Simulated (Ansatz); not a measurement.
**SiGeC (singlet): one geometry, many settings**

Aim: run SiGeC (singlet) at one geometry under a spread of methods and options, and see what each costs and gives.

The runs use Ansatz 0.2.0, Gaussian basis; the settings change from run to run.

26 further runs of the same task are left out: 1 for a known fault of the program, 11 that didn't finish, 14 set aside as unsound or not needed.

### 1 The geometry

The geometry is a PBE0/def2-TZVP stationary point (not a proven minimum) of the parent state, kept for this charge and spin. No spin-orbit coupling is included. The filled d shell of Ge may be among the frozen orbitals whatever the setting's name suggests; the logs give the count.

3 atoms, charge 0, spin multiplicity 1.

Atoms are counted from 1 here; the program's logs count them from 0.

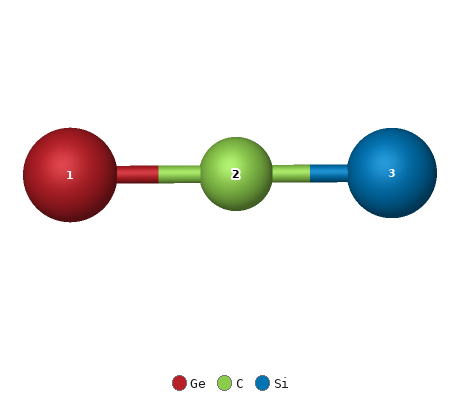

The geometry (germanium red, carbon green, silicon blue); atoms are numbered from 1 in the order of the file.

### 2 MP2 on RHF/cc-pVDZ

in.yaml

```yaml
crystal:
  periodic: [false, false, false]
  atoms:
    - {symbol: Ge, position_ang: [0.000000, 0.000000, 1.829607]}
    - {symbol: C, position_ang: [0.000000, 0.000000, -0.038606]}
    - {symbol: Si, position_ang: [0.000000, 0.000000, -1.791001]}
basis:
  gaussian: {orbitals: cc-pVDZ}
magnetization: {spin_polarized: false}
correlation: {method: mp2, electrons: all}
scf: {lower_state_search: light}
```

Run with:

```sh
ansatz run in.yaml --threads 1 --pin off --events-out ev --progress --plain --max-ram 2393MiB
```

Standard output:

```text
Functional definition: HF
  name "HF"
  cite "Fock, Z. Phys. 61, 126 (1930) doi:10.1007/BF01340294"
  parent pbe
  exchange = exact_x
  correlation = 0
647 factors; integrals over basis functions are off by at most 8.8e-4 eV
mean field evaluation 1: about -65358.7823 eV, gradient 3.5e1 eV
mean field evaluation 2: about -65358.8582 eV, gradient 3.5e1 eV
mean field evaluation 4: about -65362.3878 eV, gradient 3.1e0 eV
mean field evaluation 8: about -65362.4432 eV, gradient 2.1e-1 eV
mean field -65362.44350444 eV, -2402.0254945326 hartree, gradient 8.5e-6 eV, S^2 0.000000; 0 other end points of the search recorded, 0 dependent functions left out; unrestricted orbitals would lower it
mean field evaluation 16: about -65362.3968 eV, gradient 2.9e0 eV
reference -65362.44350444 eV, -2402.0254945326 hartree; 26, 26 occupied and 33, 33 virtual orbitals, 647 factors
second order -8.81832846 eV of doubles, -0.00000000 eV of singles
Total energy: -65371.26183289 eV, -2402.3495621261 hartree
```

It took 0.84 s on 1 thread of Arm Neoverse V2, shared host.

### 3 NEVPT4(SD)(8,6)/STO-3G

in.yaml

```yaml
crystal:
  periodic: [false, false, false]
  atoms:
    - {symbol: Ge, position_ang: [0.000000, 0.000000, 1.829607]}
    - {symbol: C, position_ang: [0.000000, 0.000000, -0.038606]}
    - {symbol: Si, position_ang: [0.000000, 0.000000, -1.791001]}
basis:
  gaussian: {orbitals: STO-3G}
correlation: {method: fic_nevpt4_sd, electrons: outside_noble_gas, active_space: {window: {electrons: 8, orbitals: 6}}}
accuracy: high
```

Launched as before.

Standard output:

```text
Functional definition: HF
  name "HF"
  cite "Fock, Z. Phys. 61, 126 (1930) doi:10.1007/BF01340294"
  parent pbe
  exchange = exact_x
  correlation = 0
476 factors; integrals over basis functions are off by at most 4.4e-9 eV
mean field evaluation 1: about -64612.6182 eV, gradient 2.3e1 eV
mean field evaluation 2: about -64612.6459 eV, gradient 2.3e1 eV
mean field evaluation 4: about -64614.4932 eV, gradient 1.6e0 eV
mean field evaluation 8: about -64614.5108 eV, gradient 2.0e-5 eV
mean field -64614.50946700 eV, -2374.5394256246 hartree, gradient 2.3e-8 eV, S^2 0.000000; 0 other end points of the search recorded, 0 dependent functions left out; unrestricted orbitals would lower it
reference -64614.50946700 eV, -2374.5394256246 hartree; 26, 26 occupied and 6, 6 virtual orbitals, 476 factors
state -64616.58940648 eV, -2374.6158619909 hartree
state -64616.58940648 eV, -2374.6158619909 hartree; corrected -64620.10797952 eV, -2374.7451671650 hartree
Total energy: -64620.10797952 eV, -2374.7451671650 hartree
```

Run time: 1.3 s. Hardware: 1 thread of Arm Neoverse V2, shared host.

From the report: 57 determinants; active occupations 2.00, 1.97, 1.89, 1.89, 0.13, 0.13.

### 4 CCSD(T) on RHF/def2-mTZVP

in.yaml

```yaml
crystal:
  periodic: [false, false, false]
  atoms:
    - {symbol: Ge, position_ang: [0.000000, 0.000000, 1.829607]}
    - {symbol: C, position_ang: [0.000000, 0.000000, -0.038606]}
    - {symbol: Si, position_ang: [0.000000, 0.000000, -1.791001]}
basis:
  gaussian: {orbitals: def2-mTZVP}
magnetization: {spin_polarized: false}
correlation: {method: ccsd_t, electrons: outside_noble_gas, diis_vectors: 4}
scf: {lower_state_search: light}
output: {forces: true}
```

Same command.

Standard output, shortened:

```text
Functional definition: HF
  name "HF"
  cite "Fock, Z. Phys. 61, 126 (1930) doi:10.1007/BF01340294"
  parent pbe
[...]
692 factors; integrals over basis functions are off by at most 1.3e-3 eV
[...]
mean field -65363.51078877 eV, -2402.0647165084 hartree, gradient 8.4e-7 eV, S^2 0.000000; 0 other end points of the search recorded, 0 dependent functions left out; unrestricted orbitals would lower it
20 core orbitals not correlated: weight in the atoms' cores, before any rotation towards them, 0.999 or more for the frozen orbitals, at most 0.000 for the correlated occupied ones
reference -65363.51078877 eV, -2402.0647165084 hartree; 6, 6 occupied and 51, 51 virtual orbitals, 692 factors
second order -7.78746164 eV of doubles, -0.00000000 eV of singles
cycle   1  -7.63186091 eV  change    1.6e-1 eV  update   1.3e-1
[...]
cycle  14  -8.16827020 eV  change   -6.2e-7 eV  update   4.4e-7
perturbative correction -0.65561238 eV, -0.0240933106 hartree
[...]
Total energy: -65372.33467135 eV, -2402.3889882121 hartree
Atom 0 at     0.000000     0.000000     1.829607 Å, force     0.000000     0.000000    -1.823961 eV/Å
Atom 1 at     0.000000     0.000000    -0.038606 Å, force    -0.000000    -0.000000     0.345703 eV/Å
Atom 2 at     0.000000     0.000000    -1.791001 Å, force    -0.000000     0.000000     1.478258 eV/Å
Dipole moment:    -0.000000     0.000000     0.098872 e Å
```

Wall time 5.5 s (1 thread of Arm Neoverse V2, shared host).

From the report: correlation -8.8239 eV; T1 0.025; largest double amplitude 0.07.

### 5 HF/6-31G

in.yaml

```yaml
crystal:
  periodic: [false, false, false]
  atoms:
    - {symbol: Ge, position_ang: [0.000000, 0.000000, 1.829607]}
    - {symbol: C, position_ang: [0.000000, 0.000000, -0.038606]}
    - {symbol: Si, position_ang: [0.000000, 0.000000, -1.791001]}
basis:
  gaussian: {orbitals: 6-31G}
magnetization: {spin_polarized: false}
hamiltonian: {xc: hf}
output: {orbitals: {seedname: orbitals}}
```

Launched as before.

Standard output:

```text
Functional definition: HF
  name "HF"
  cite "Fock, Z. Phys. 61, 126 (1930) doi:10.1007/BF01340294"
  parent pbe
  exchange = exact_x
  correlation = 0
519 factors; integrals over basis functions are off by at most 2.7e-4 eV
mean field evaluation 1: about -65349.7226 eV, gradient 3.3e1 eV
mean field evaluation 2: about -65349.7262 eV, gradient 3.3e1 eV
mean field evaluation 4: about -65352.8707 eV, gradient 2.7e0 eV
mean field evaluation 8: about -65352.9064 eV, gradient 1.4e-4 eV
mean field -65352.90637540 eV, -2401.6750115051 hartree, gradient 2.3e-5 eV, S^2 0.000000; 0 other end points of the search recorded, 0 dependent functions left out
reference -65352.90637540 eV, -2401.6750115051 hartree; 26, 26 occupied and 25, 25 virtual orbitals, 519 factors
Total energy: -65352.90637540 eV, -2401.6750115051 hartree
```

It took 0.48 s on 1 thread of Arm Neoverse V2, shared host.

### 6 CCSD(T)/cc-pVDZ

in.yaml

```yaml
crystal:
  periodic: [false, false, false]
  atoms:
    - {symbol: Ge, position_ang: [0.000000, 0.000000, 1.829607]}
    - {symbol: C, position_ang: [0.000000, 0.000000, -0.038606]}
    - {symbol: Si, position_ang: [0.000000, 0.000000, -1.791001]}
basis:
  gaussian: {orbitals: cc-pVDZ, point_charges: [{charge: -1.00, position_ang: [4.652, -0.050, -0.811]}]}
magnetization: {spin_polarized: true, initial_magnetization: 0}
hamiltonian: {xc: {name: PBE0}}
correlation: {method: ccsd_t, electrons: outside_noble_gas}
scf: {omitted_lower_state_checks: [cluster_reference]}
output: {forces: true}
```

Launched as before.

Standard output, shortened:

```text
Functional definition: PBE0
  name "PBE0"
  cite "Adamo & Barone, J. Chem. Phys. 110, 6158 (1999) doi:10.1063/1.478522"
  cite "Perdew, Burke & Ernzerhof, Phys. Rev. Lett. 77, 3865 (1996) doi:10.1103/PhysRevLett.77.3865"
  parent pbe
[...]
647 factors; integrals over basis functions are off by at most 8.8e-4 eV
[...]
mean field -65417.10386219 eV, -2404.0342256300 hartree, gradient 2.5e-6 eV, S^2 0.000000; 4 other end points of the search recorded, 0 dependent functions left out
20 core orbitals not correlated: weight in the atoms' cores, before any rotation towards them, 0.999 or more for the frozen orbitals, at most 0.000 for the correlated occupied ones
reference -65361.93388072 eV, -2402.0067662063 hartree; 6, 6 occupied and 33, 33 virtual orbitals, 647 factors
second order -8.45503523 eV of doubles, -0.26792248 eV of singles
cycle   1  -7.94820543 eV  change    7.7e-1 eV  update   1.6e-1
[...]
cycle  16  -8.57575719 eV  change   -1.0e-7 eV  update   2.3e-7
perturbative correction -0.71037675 eV, -0.0261058642 hartree
[...]
Total energy: -65371.22001466 eV, -2402.3480253343 hartree
Atom 0 at     0.000000     0.000000     1.829607 Å, force     0.085059    -0.000914    -1.745297 eV/Å
Atom 1 at     0.000000     0.000000    -0.038606 Å, force    -0.198385     0.002132     0.926884 eV/Å
Atom 2 at     0.000000     0.000000    -1.791001 Å, force     0.150009    -0.001612     0.834671 eV/Å
Dipole moment:     0.234422    -0.002520    -0.017584 e Å
Checks for a lower state left out: cluster_reference
```

It took 11 s on 1 thread of Arm Neoverse V2, shared host.

From the report: ⟨S²⟩ of the determinant 0.000 (pure singlet: 0.00); correlation -9.2861 eV; T1 0.012; largest double amplitude 0.08. The orbitals are Kohn-Sham ones, so correlation energy and T1 don't compare with those on Hartree-Fock orbitals.

### 7 CCSDT/cc-pVDZ

in.yaml

```yaml
crystal:
  periodic: [false, false, false]
  atoms:
    - {symbol: Ge, position_ang: [0.000000, 0.000000, 1.829607]}
    - {symbol: C, position_ang: [0.000000, 0.000000, -0.038606]}
    - {symbol: Si, position_ang: [0.000000, 0.000000, -1.791001]}
basis:
  gaussian: {orbitals: cc-pVDZ}
magnetization: {spin_polarized: false}
hamiltonian: {xc: {name: PBE0}, pseudopotentials: {relativity: scalar}}
correlation: {method: ccsdt, electrons: outside_noble_gas}
output: {forces: true}
```

Same command.

Standard output, shortened:

```text
Functional definition: PBE0
  name "PBE0"
  cite "Adamo & Barone, J. Chem. Phys. 110, 6158 (1999) doi:10.1063/1.478522"
  cite "Perdew, Burke & Ernzerhof, Phys. Rev. Lett. 77, 3865 (1996) doi:10.1103/PhysRevLett.77.3865"
  parent pbe
[...]
1113 factors; integrals over basis functions are off by at most 2.0e-7 eV
[...]
mean field -65897.97107785 eV, -2421.7057698618 hartree, gradient 1.6e-6 eV, S^2 0.000000; 2 other end points of the search recorded, 0 dependent functions left out
20 core orbitals not correlated: weight in the atoms' cores, before any rotation towards them, 0.999 or more for the frozen orbitals, at most 0.000 for the correlated occupied ones
reference -65842.83823780 eV, -2419.6796753606 hartree; 6, 6 occupied and 33, 33 virtual orbitals, 1113 factors
second order -8.43115619 eV of doubles, -0.26862041 eV of singles
cycle   1  -7.95163127 eV  change    7.4e-1 eV  update   1.9e-1
[...]
cycle  16  -9.25809846 eV  change    4.7e-7 eV  update   5.1e-7
[...]
Total energy: -65852.09633627 eV, -2420.0199042037 hartree
Relativity: scalar
Atom 0 at     0.000000     0.000000     1.829607 Å, force     0.000000     0.000000    -1.762072 eV/Å
Atom 1 at     0.000000     0.000000    -0.038606 Å, force     0.000000    -0.000000     0.854620 eV/Å
Atom 2 at     0.000000     0.000000    -1.791001 Å, force     0.000000     0.000000     0.907452 eV/Å
Dipole moment:     0.000000    -0.000000     0.126354 e Å
```

Run time: 29 s. Hardware: 1 thread of Arm Neoverse V2, shared host; peak memory 0.33 GiB.

From the report: correlation -9.2581 eV; T1 0.011; largest double amplitude 0.11. The orbitals are Kohn-Sham ones, so correlation energy and T1 don't compare with those on Hartree-Fock orbitals.

### 8 The runs in one table

```tsv
level	correlated	functions	energy (eV)	time
MP2 on RHF/cc-pVDZ	all	59	-65371.2618	0.84 s
NEVPT4(SD)(8,6)/STO-3G	outside noble gas	32	-64620.1080	1.3 s
CCSD(T) on RHF/def2-mTZVP	outside noble gas	77	-65372.3347	5.5 s
HF/6-31G		51	-65352.9064	0.48 s
CCSD(T)/cc-pVDZ (beside a point charge, on PBE0 orbitals)	outside noble gas	59	-65371.2200	11 s
CCSDT/cc-pVDZ (on PBE0 orbitals, relativity set)	outside noble gas	59	-65852.0963	29 s
```

### 9 Outcome

| quantity | value |
| --- | --- |
| runs | 6 |
| quickest | HF/6-31G, 0.48 s |
| slowest | CCSDT/cc-pVDZ (on PBE0 orbitals, relativity set), 29 s |

**Reading.** Total energies in different bases, with other cores or another treatment of relativity can't be set against each other. CCSDT/cc-pVDZ (on PBE0 orbitals, relativity set) took 60 times as long as HF/6-31G; the jobs differ in more than the method.
